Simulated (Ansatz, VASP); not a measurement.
## Cross-check of GaSb between VASP and Ansatz

One calculation is typed for both programs; each brings its own data sets and cutoff. How far apart do they land? The cell comes out of the VASP series on this material, whose earlier steps may have relaxed, scaled or displaced it; both programs get it as it stands.

Calculated with Ansatz 0.2.0; plane waves, with VASP 6.6.1 beside it; relaxation of cell and atoms at LDA.

## 1. Set-up

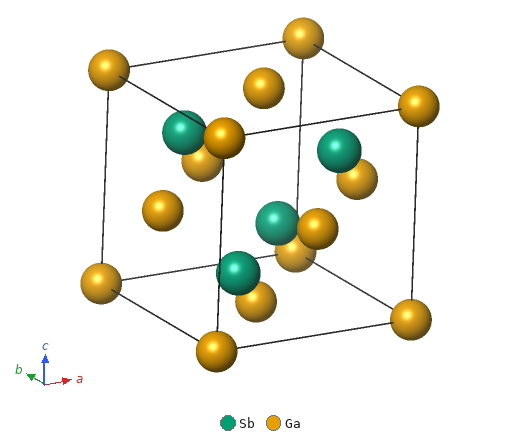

The starting structure, seen slightly off an axis (antimony teal, gallium orange). This picture shows the conventional cell, with its axes. Some periodic images of atoms are drawn too.

## 2. Ansatz: relaxation of cell and atoms, LDA

Ansatz runs on its default PAW (the set named soft_2) files.

The relaxed volume is the usual yardstick between codes: its relative difference is about their pressure difference at one cell divided by the bulk modulus.

File input.yaml:

```yaml
crystal:
  lattice:
    - [0.0, 3.0272327974, 3.0272327974]
    - [3.0272327974, 0.0, 3.0272327974]
    - [3.0272327974, 3.0272327974, 0.0]
  atoms:
    - { symbol: Sb, position: [0.75, 0.75, 0.75] }
    - { symbol: Ga, position: [0.0, 0.0, 0.0] }
hamiltonian:
  xc: lda
  pseudopotentials: { kind: paw }
kpoints:
  mp_grid: { grid: [10, 10, 10] }
scf:
  occupations: { method: methfessel_paxton, width: 0.15 }
relax:
  f_tol: 0.01
  max_steps: 60
  cell: { stress_tol: 0.05 }
output:
  forces: true
  stress: true
```

Command:

```
$ ansatz run input.yaml --threads 4 --pin off --max-ram 9216MiB --backend cpu --events-out ev --progress --plain --runs-dir out
```

Numbers of over 12 decimals in the logs are rounded to 6 here.

What it wrote:

```text
Engine: ansatz 0.2.0, aarch64-unknown-linux-gnu
Pseudopotentials: kind: paw
Pseudopotential: Sb, paw, valence charge 15, recommended cutoff 420 eV (normal), Sb.paw.azcp
Pseudopotential: Ga, paw, valence charge 13, recommended cutoff 420 eV (normal), Ga.paw.azcp
Functional definition: SPW92
  exchange = slater_x
  correlation = pw_c
Crystal: 2 atoms, lattice volume = 55.484 Å³
Basis set: ecut = 420 eV, 1067 PW (Γ)
Bands: 18, of which v1, the nominal top of the filled ones, is band 14 counted from 1 (13 counted from 0)
Symmetry: 24 space group operations
Space group: F-43m (ITA 216), of the structure as read, at distance tolerance 3.8e-5 Å
k-points: 47 of 1000 (time reversal used)
Non-local potential: Sb, projectors of the file, l = 0: 2, l = 1: 2, l = 2: 2, l = 3: 2
Non-local potential: Ga, projectors of the file, l = 0: 2, l = 1: 2, l = 2: 3, l = 3: 1
PAW form: soft (Blöchl's): semilocal exchange-correlation on the pseudo side does not see the compensation charge
PAW frozen core: Sb, regenerated for the run's functional, and the local potential with it (the file was generated under x = pbe(κ = 0.804, μ = 0.219515), c = pbe(β = 0.066725))
PAW frozen core: Ga, regenerated for the run's functional, and the local potential with it (the file was generated under x = pbe(κ = 0.804, μ = 0.219515), c = pbe(β = 0.066725))
PAW one-centre angular grid: Sb, 590 points (default); XC on 64 Gauss nodes
PAW one-centre angular grid: Ga, 590 points (default); XC on 64 Gauss nodes
Initial density: superposition of atomic densities (neutral atoms: chi_scale 0, normalization atom), corrected by the library's trained network
Initial wavefunctions: pseudopotential atomic-orbital guess
Functional: x = slater, c = lda
SCF iter   1: F=—  HF=-10043.055249 eV  |F-HF|=—  |Δ(HF+E_count)|=         —  Δρ=5.70e-3  dr2=8.30e-3  ethr=1.77e-3  ⟨swp⟩=5.2  Hψ=4272  notcnv=0
preconditioner: auto → Kerker (q_TF=auto, 2.434 Å⁻¹)  [metal: Δε(μ)=0.031 eV  Ē_g=14.720 eV  σ=0.150 eV  W_gap=0.18  n_scr=14 (ndim 8)  ℏωp=21.1 eV  f_vac=0.085  D(μ)=0.03/eV (n_scr^D=0)]
SCF iter   2: F=—  HF=-10043.052053 eV  |F-HF|=—  |Δ(HF+E_count)|=   3.20e-3  S|Δr|=    0.00e0  Δρ=3.27e-3  dr2=3.12e-3  ethr=2.96e-5  ⟨swp⟩=2.0  Hψ=1514  notcnv=0
SCF iter   3: F=—  HF=-10043.051516 eV  |F-HF|=—  |Δ(HF+E_count)|=   5.37e-4  S|Δr|=    0.00e0  Δρ=5.31e-4  dr2=1.53e-4  ethr=1.12e-5  ⟨swp⟩=2.0  Hψ=1502  notcnv=0
SCF iter   4: F=—  HF=-10043.051462 eV  |F-HF|=—  |Δ(HF+E_count)|=   5.47e-5  S|Δr|=    0.00e0  Δρ=2.96e-4  dr2=7.03e-5  ethr=5.48e-7  ⟨swp⟩=2.0  Hψ=1505  notcnv=0
SCF iter   5: F=—  HF=-10043.051465 eV  |F-HF|=—  |Δ(HF+E_count)|=   3.53e-6  S|Δr|=    0.00e0  Δρ=1.82e-4  dr2=2.38e-5  ethr=2.51e-7  ⟨swp⟩=2.0  Hψ=1096  notcnv=0
SCF iter   6: F=—  HF=-10043.051466 eV  |F-HF|=—  |Δ(HF+E_count)|=   1.08e-6  S|Δr|=    0.00e0  Δρ=5.50e-5  dr2=3.78e-6  ethr=8.50e-8  ⟨swp⟩=2.0  Hψ=1467  notcnv=0
SCF iter   7: F=—  HF=-10043.051467 eV  |F-HF|=—  |Δ(HF+E_count)|=   5.21e-7  S|Δr|=    0.00e0  Δρ=2.77e-5  dr2=4.15e-7  ethr=1.35e-8  ⟨swp⟩=2.9  Hψ=1301  notcnv=0
SCF iter   8: F=-10043.051467 eV  HF=-10043.051467 eV  |F-HF|=8.59e-9  |Δ(HF+E_count)|=   1.51e-7  S|Δr|=    0.00e0  Δρ=7.46e-6  dr2=1.96e-8  ethr=3.57e-10  ⟨swp⟩=5.0  Hψ=3383  notcnv=0
SCF 1 converged in 8 iterations: F = -10043.051467 eV  dr2 = 1.96e-8
  greatest PAW one-centre occupation: 0.998 electrons in one spin orbital (limit 2), on the Sb atom at site 0 (counted from 0), in its partial waves of l = 2
relax step   1: F+E_penalty+E_count = -10043.05146660 eV  Δ(F+E_penalty+E_count) = +0.000e0 eV  max|allowed force component| = 1.850e-16 eV/Å  Δτ_max = 0.0000 Å  P = -0.169 GPa  Ω = 55.484 Å³  (8 SCF iters, dr2 threshold 1.00e-7 eV, accepted)
[...]
relax step   2: F+E_penalty+E_count = -10043.05159371 eV  Δ(F+E_penalty+E_count) = -1.271e-4 eV  max|allowed force component| = 4.452e-17 eV/Å  Δτ_max = 0.0000 Å  P = +0.046 GPa  Ω = 55.266 Å³  energy of the carried Pulay correction = +4.260e-5 eV  (4 SCF iters, dr2 threshold 7.15e-8 eV, accepted)
[...]
relax step   3: F+E_penalty+E_count = -10043.05154492 eV  Δ(F+E_penalty+E_count) = +4.878e-5 eV  max|allowed force component| = 4.684e-17 eV/Å  Δτ_max = 0.0000 Å  P = +0.046 GPa  Ω = 55.266 Å³  stress off target by 4.63e-2 GPa  SCF on the basis re-selected at this cell (its energy is not comparable with the rows above)  (6 SCF iters)
basis re-selected at this cell: Δ(F+E_penalty+E_count) = +4.878e-5 eV, ΔP = +0.000 GPa vs the last step (what re-selecting the basis moved, of the pressure what is left beyond the Pulay correction that the steps carried, after the strain that the cell walked since its last selection, with what the two solves' SCF thresholds leave and, on support functions, any second-order correction that the steps lacked; it is no m [...]
SCF converged after 6 iterations
Stability not checked: this state was not tested for a lower state beside it, because cold or Methfessel-Paxton smearing, or corrected tetrahedra, fill the levels in a way that the test cannot read (fill_not_monotonic; see scf.lower_state_search)
Free energy (F): -10043.051545 eV
Harris-Foulkes:  -10043.051545 eV  (|F-HF|=0.00e0)
Internal energy: -10043.051896 eV  (E = F + TS)
E sigma→0 (E₀):  -10043.051633 eV
Entropy (-TS):   0.000351 eV (0.175 meV/atom)
Fermi energy:    7.874715 eV
Step filling:    the computed levels leave a gap of 0.0734 eV = 0.5 smearing widths at the electron count; against every level under it full and every level over it empty, smearing changes F+E_penalty+E_count by +0.043 meV and its σ→0 estimate by -0.045 meV
--- Per-component energies (eV) ---
  E_band       = -259.719617
  E_kinetic    = 325.674358
  E_local      = -3875.780921  (includes V_loc(G=0)·N_el)
  E_nonlocal   = 793.254971
  E_hartree    = 1781.833873
  E_xc         = -207.041116
  E_vxc        = -156.408263  (∫ρ·V_xc dr)
  E_paw        = -6339.879215  (= ΣΔE_a)
  E_vpaw       = -910.127290  (= ΣTr[D̂ρ^β])
  E_aug_tail   = -0.000127  (compensation charges beyond the density's cutoff)
  E_ewald      = -2523.401021
  E_core_change = 2.287303  (= ΣΔE_core)
  E_smearing   = 0.000351  (= −TS)
  E_closure    = 0.000000  (closes the sum)
  Σ components = -10043.051545   (vs F -10043.051545, Δ=0.00e0)
--- Forces (eV/Å), atoms counted from 1 ---
  atom   1  Sb     0.00000000     0.00000000    -0.00000000
  atom   2  Ga    -0.00000000    -0.00000000     0.00000000
  max |Σ_I F_I| component: 3.70e-17 eV/Å
--- Stress (GPa, compression-positive) ---
        0.046348      -0.000000       0.000000
        0.000000       0.046348       0.000000
        0.000000       0.000000       0.046348
  P = ⅓ Tr σ = 0.0463 GPa (0.463 kbar)
--- Relaxed structure (2 steps of the walk, 2 accepted, 1 SCFs on fresh bases) ---
  F+E_penalty+E_count = -10043.05154492 eV   max|allowed force component| = 4.684e-17 eV/Å   (the final SCF, on the basis selected at the relaxed cell)
  cell:  # Å, volume = 55.2658 Å³
    - [0, 3.023261, 3.023261]
    - [3.023261, 0, 3.023261]
    - [3.023261, 3.023261, 0]
  atoms:
    - { symbol: Sb, position: [0.75, 0.75, 0.75] }
    - { symbol: Ga, position: [0, 0, 0] }
```

The job ended after 3 s (4 threads of Arm Neoverse V2, shared host; peak memory 0.39 GiB; 11 s of CPU time).

## 3. VASP: relaxation of cell and atoms, LDA

The same cell, functional (in two slightly different forms), mesh and smearing now go to VASP, with its own data sets and cutoff.

Lines of VASP's logs that name or quote its potential files are left out, and so is its time.

File INCAR:

```
SYSTEM = GaSb
PREC = Accurate
ENCUT = 450
EDIFF = 1E-07
NELM = 100
ISMEAR = 1
SIGMA = 0.15
LREAL = .FALSE.
ALGO = Normal
GGA = CA
NBANDS = 15
LORBIT = 11
LWAVE = .FALSE.
LCHARG = .FALSE.
KPAR = 2
IBRION = 2
NSW = 50
ISIF = 3
EDIFFG = -0.002
```

File POSCAR:

```
GaSb
1.0
    0.0000000000      3.0272327974      3.0272327974
    3.0272327974      0.0000000000      3.0272327974
    3.0272327974      3.0272327974      0.0000000000
Sb Ga
1 1
Direct
    0.7500000000      0.7500000000      0.7500000000
    0.0000000000      0.0000000000      0.0000000000
```

File KPOINTS:

```
Automatic mesh
0
Gamma
10 10 10
0 0 0
```

PAW data sets: Sb and Ga_d (LDA family, release 64).

Command:

```
$ mpirun -np 2 vasp_std
```

What it wrote:

```text
[banner, memory and clock lines left out]
running    2 mpi-ranks, on    1 nodes
 distrk:  each k-point on    1 cores,    2 groups
 distr:  one band on    1 cores,    1 groups

 POSCAR found type information on POSCAR SbGa
 POSCAR found :  2 types and       2 ions
 LDA part: xc-table for (Slater(with rela. corr.)+CA(PZ))
 , standard interpolation
 POSCAR, INCAR and KPOINTS ok, starting setup
 FFT: planning ... GRIDC
 FFT: planning ... GRID_SOFT
 FFT: planning ... GRID
 WAVECAR not read
 entering main loop
       N       E                     dE             d eps       ncg     rms          rms(c)
DAV:   1     0.769422032481E+02    0.76942E+02   -0.81367E+03  1434   0.136E+03
DAV:   2    -0.280493471316E+01   -0.79747E+02   -0.77113E+02  1613   0.289E+02
DAV:   3    -0.869425246923E+01   -0.58893E+01   -0.58707E+01  1760   0.651E+01
DAV:   4    -0.879775418422E+01   -0.10350E+00   -0.10349E+00  1636   0.982E+00
DAV:   5    -0.880024581224E+01   -0.24916E-02   -0.24916E-02  1930   0.134E+00    0.342E+00
DAV:   6    -0.870893040237E+01    0.91315E-01   -0.76266E-02  2067   0.448E+00    0.199E+00
DAV:   7    -0.867209263208E+01    0.36838E-01   -0.53337E-02  1641   0.185E+00    0.293E-01
DAV:   8    -0.867184020077E+01    0.25243E-03   -0.48022E-03  1736   0.853E-01    0.100E-01
DAV:   9    -0.867191889531E+01   -0.78695E-04   -0.34479E-04  1683   0.164E-01    0.401E-02
DAV:  10    -0.867191169199E+01    0.72033E-05   -0.17507E-05  1882   0.353E-02    0.143E-02
DAV:  11    -0.867191381523E+01   -0.21232E-05   -0.43883E-06  1637   0.198E-02    0.540E-03
DAV:  12    -0.867191378013E+01    0.35100E-07   -0.23679E-07  1766   0.351E-03
   1 F= -.86719138E+01 E0= -.86720271E+01  d E =-.867191E+01
 curvature:   0.00 expect dE= 0.000E+00 dE for cont linesearch  0.000E+00
 trial: gam= 0.00000 g(F)=  0.525E-47 g(S)=  0.116E-04 ort = 0.000E+00 (trialstep = 0.100E+01)
 search vector abs. value=  0.116E-04
 bond charge predicted
       N       E                     dE             d eps       ncg     rms          rms(c)
DAV:   1    -0.867204664505E+01   -0.13283E-03   -0.16907E-03  1795   0.681E-01    0.658E-02
DAV:   2    -0.867194161315E+01    0.10503E-03   -0.19015E-04  1753   0.259E-01    0.299E-02
DAV:   3    -0.867191583552E+01    0.25778E-04   -0.26800E-05  1837   0.834E-02    0.687E-03
DAV:   4    -0.867191304696E+01    0.27886E-05   -0.28931E-06  1684   0.221E-02    0.235E-03
DAV:   5    -0.867191277812E+01    0.26884E-06   -0.18560E-07  1500   0.516E-03    0.651E-04
DAV:   6    -0.867191277252E+01    0.55952E-08   -0.29024E-08   852   0.288E-03
   2 F= -.86719128E+01 E0= -.86720245E+01  d E =0.100761E-05
 trial-energy change:    0.000001  1 .order   -0.000002   -0.000012    0.000008
 step:   0.3851(harm=  0.5979)  dis= 0.00000  next Energy=    -8.671916 (dE=-0.207E-05)
 bond charge predicted
       N       E                     dE             d eps       ncg     rms          rms(c)
DAV:   1    -0.867196590749E+01   -0.53129E-04   -0.64136E-04  1781   0.421E-01    0.403E-02
DAV:   2    -0.867192629341E+01    0.39614E-04   -0.71439E-05  1753   0.159E-01    0.184E-02
DAV:   3    -0.867191649971E+01    0.97937E-05   -0.10198E-05  1816   0.515E-02    0.421E-03
DAV:   4    -0.867191543705E+01    0.10627E-05   -0.10926E-06  1713   0.136E-02    0.145E-03
DAV:   5    -0.867191533175E+01    0.10530E-06   -0.63277E-08   880   0.316E-03    0.325E-04
DAV:   6    -0.867191532988E+01    0.18649E-08   -0.15243E-08   782   0.211E-03
   3 F= -.86719153E+01 E0= -.86720280E+01  d E =-.154975E-05
 curvature:  -0.22 expect dE=-0.144E-08 dE for cont linesearch -0.144E-08
 trial: gam= 0.00000 g(F)=  0.595E-47 g(S)=  0.668E-08 ort =-0.279E-06 (trialstep = 0.877E+00)
 search vector abs. value=  0.678E-08
 reached required accuracy - stopping structural energy minimisation
```

From OUTCAR (step 3):

```text
ion  position               nearest neighbor table
   1  0.750  0.750  0.750-   2 2.62   2 2.62   2 2.62   2 2.62
   2  0.000  0.000  0.000-   1 2.62   1 2.62   1 2.62   1 2.62

  LATTYP: Found a face centered cubic cell.
 ALAT       =     6.0544655948

 Subroutine GETGRP returns: Found 24 space group operations
 (whereof 24 operations were pure point group operations)

The static configuration has the point symmetry T_d .

 Found     47 irreducible k-points:

   k-points           NKPTS =     47   k-points in BZ     NKDIM =     47   number of bands    NBANDS=     15

   dimension x,y,z NGX =    30 NGY =   30 NGZ =   30
   dimension x,y,z NGXF=    60 NGYF=   60 NGZF=   60

   ENCUT  =  450.0 eV  33.07 Ry    5.75 a.u.   7.40  7.40  7.40*2*pi/ulx,y,z

   NELECT =      18.0000    total number of electrons

 k-points in reciprocal lattice and weights: Automatic mesh
   0.00000000  0.00000000  0.00000000       0.001
   0.10000000  0.00000000  0.00000000       0.008
   0.20000000  0.00000000  0.00000000       0.008
   0.30000000  0.00000000  0.00000000       0.008
   0.40000000  0.00000000  0.00000000       0.008
   0.50000000  0.00000000  0.00000000       0.004
   0.10000000  0.10000000  0.00000000       0.006
   0.20000000  0.10000000  0.00000000       0.024
   0.30000000  0.10000000  0.00000000       0.024
[...]
-0.30000000  0.40000000  0.20000000       0.024
  -0.30000000  0.50000000  0.20000000       0.012

 average (electrostatic) potential at core
       1 -88.3623       2 -66.6031

 E-fermi :   5.0442

 k-point     1 :       0.0000    0.0000    0.0000
  band No.  band energies     occupation
    ...
      5     -10.1458      2.00000
      6      -6.7304      2.00000
      7       5.0104      1.37072
      8       5.0104      1.37072
      9       5.0104      1.37072
     10       5.1125      0.31056
     11       7.7510     -0.00000
     12       7.7510     -0.00000
     13       7.7510     -0.00000
     14      10.6494      0.00000
    ...

 k-point     2 :       0.1000    0.0000    0.0000
  band No.  band energies     occupation
    ...
      5     -10.1459      2.00000
      6      -6.6237      2.00000
      7       3.4056      2.00000
      8       4.8283      2.06053
      9       4.8283      2.06053
     10       6.0184     -0.00000
     11       7.9963     -0.00000
     12       7.9963     -0.00000
     13       8.1613      0.00000
     14      11.2499      0.00000
    ...

 k-point     3 :       0.2000    0.0000    0.0000
  band No.  band energies     occupation
    ...
      5     -10.1462      2.00000
      6      -6.3127      2.00000
      7       1.6886      2.00000
      8       4.4576      2.00000
      9       4.4576      2.00000
     10       5.9415     -0.00000
     11       8.4611      0.00000
     12       8.4611      0.00000
     13       9.4576      0.00000
     14      12.1112      0.00000
    ...

  Total        0.0003038      0.0003038      0.0003038     -0.0000000      0.0000000      0.0000000
  in kB        0.0087751      0.0087751      0.0087751     -0.0000000      0.0000000      0.0000000
  external PRESSURE =       0.0087751 kB  Pullay stress =       0.0000000 kB

  energy-cutoff  :      450.00
  volume of cell :       55.46
      direct lattice vectors                 reciprocal lattice vectors
     0.000000000  3.026876356  3.026876356    -0.165186794  0.165186794  0.165186794
     3.026876356  0.000000000  3.026876356     0.165186794 -0.165186794  0.165186794
     3.026876356  3.026876356  0.000000000     0.165186794  0.165186794 -0.165186794

 POSITION                                       TOTAL-FORCE (eV/Angst)
 -----------------------------------------------------------------------------------
      4.54031      4.54031      4.54031         0.000000      0.000000      0.000000
      0.00000      0.00000      0.00000        -0.000000     -0.000000     -0.000000
 -----------------------------------------------------------------------------------
    total drift:                                0.000000      0.000000     -0.000000

  FREE ENERGIE OF THE ION-ELECTRON SYSTEM (eV)
  ---------------------------------------------------
  free  energy   TOTEN  =        -8.6719153299 eV

  energy  without entropy=       -8.6722534188  energy(sigma->0) =       -8.67202803

 reached required accuracy - stopping structural energy minimisation

 total charge
# of ion       s       p       d       tot
------------------------------------------
    1        1.136   1.363   0.031   2.530
    2        0.920   0.798   9.966  11.684
--------------------------------------------------
tot          2.056   2.161   9.997  14.214

[... 3 further parts left out ...]
```

CONTCAR:

```
GaSb
   1.00000000000000
     0.0000000000000000    3.0268763561741583    3.0268763561741583
     3.0268763561741583    0.0000000000000000    3.0268763561741583
     3.0268763561741583    3.0268763561741583    0.0000000000000000
  Sb              Ga
     1     1
Direct
     0.7500000000000000    0.7500000000000000    0.7500000000000000
     0.0000000000000000    0.0000000000000000    0.0000000000000000
```

## 4. Differences

Known differences besides the PAW data sets themselves: the two LDA forms differ slightly; both relaxations stop at a tolerance, which leaves soft axes loose, and VASP keeps its plane-wave basis; the data sets hold 28 valence electrons in Ansatz (default PAW (the set named soft_2) files) and 18 in VASP; the cutoff is 420 eV in Ansatz and 450 eV in VASP; Ansatz makes its cores anew for this functional, VASP keeps those of its LDA data sets; Ansatz adds a Pulay correction to the stress that steers its cell, VASP none. Total energies have different zeros and are not compared.

Compared:

```csv
quantity,Ansatz,VASP,difference
volume (Å³),55.27,55.46,-0.36 %
"edge a after relaxation, in the typed setting (Å)",4.276,4.281,-0.12 %
```

The walks stopped with 0.05 GPa left in Ansatz and 0.00 GPa in VASP; each walk ends within a tolerance, so the volume difference is uncertain by about these residues over the bulk modulus, most in soft cells.

## 5. What came out

- difference in volume (relaxation of cell and atoms, LDA): -0.36 %

**Reading.** The difference in volume is -0.36 % (relaxation of cell and atoms, LDA), within the 1.2 % picked in this series as the mark of a large difference, as far as the stopping tolerances let one tell. How closely two codes agree says nothing of how well the functional describes the real material.

[Lines on the potential files, build, host, timing and source positions are cut from VASP's logs without a mark.]

[Logs are printed without paths, hosts, clocks, repeated set-up lines and the standing remarks that a program may print on its own settings, such as how far it seeks lower states.]

[Hosts, paths, dates, database ids (printed as entryN), source tags and the programs' standing remarks are cut or masked in the printed files.]
